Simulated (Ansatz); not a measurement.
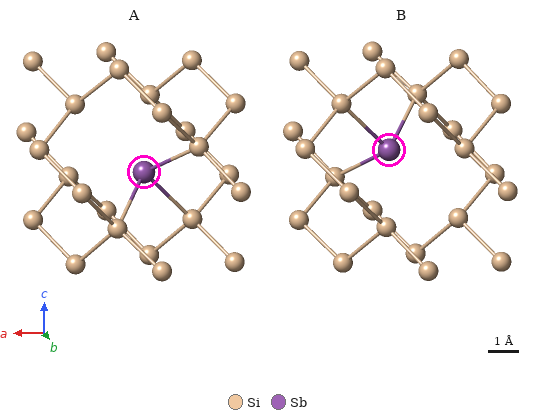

The two relaxed end points of a path for Si with a Si vacancy (63 atoms in the cell). The picture is a ball-and-stick view of the atoms within 4.8 Å of the middle of the path, seen from a free direction. The moving atom is ringed, with any periodic copies. Bonds to atoms that aren't drawn are left out.

Method: DFT PBE, scalar-relativistic, plane waves, PAW in Ansatz 0.2.0.

Settings: plane-wave cutoff 420 eV; k-point mesh 1 × 1 × 1; Gaussian smearing 0.05 eV; spin collinear; 3 movable images; climbing image; force threshold 0.05 eV/Å; iteration limit 23; starting path by straight interpolation.

### Predict the minimum-energy path and its barrier.

Forward barrier 0.069 eV, backward barrier 0.062 eV, with image 2 at the top; the reaction energy is +0.007 eV. It is a vacancy jump: a nearby atom moves into the empty site and leaves its own site empty. The Sb atom travels furthest, 1.20 Å from end to end, along [1 −1 1], on a straight line. At the highest image its nearest neighbour (Si) is 2.93 Å away, against 2.66 Å at the start, and the surrounding atoms stand up to 0.08 Å off the mean of their end positions. The band converged in 3 iterations. The largest component of the band force went from 0.28 to 0.026 eV/Å. The climbing image converged on the top of the path. Its curvatures weren't checked.

Energies of the converged images:

```tsv
image	path (Å)	E (eV)
0	0.00	0.000
1	0.33	0.036
2	0.65	0.069
3	1.01	0.033
4	1.36	0.007
```

The geometry at the top of the path:

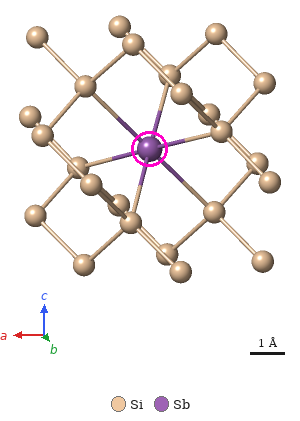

The run took 120 s on 4 threads of Intel(R) Xeon(R) Platinum 8259CL CPU @ 2.50GHz (Skylake/Cascade Lake), with other jobs on the host, peak memory 2.7 GiB.

PAW datasets: the set soft_1.
